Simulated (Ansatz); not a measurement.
Start from HfS2 in the CdI2 type structure (space group P-3m1, No. 164; a = 3.6057 Å, c = 5.7676 Å; layered, stacked along the Cartesian z axis).

It is then changed as follows: an isotropic linear strain of −0.50 %; the atoms relax in the strained cell.

Method: Ansatz (a first-principles code), PBE-D3(BJ), PAW, cutoff 420 eV, no SOC.

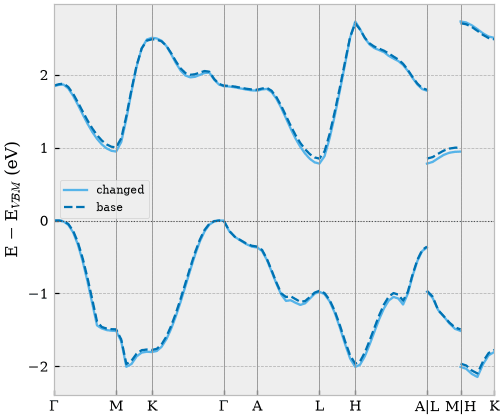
Fig. 1. Highest valence and lowest conduction band along the path, each from its own valence-band maximum

Task: From the figure, how large is the changed gap, and is it direct?

Result: About 0.8 eV, indirect, Γ → L.

Spin-orbit coupling, missing from the scalar runs, can matter with Hf. Whether these cells are dynamically stable was not tested.
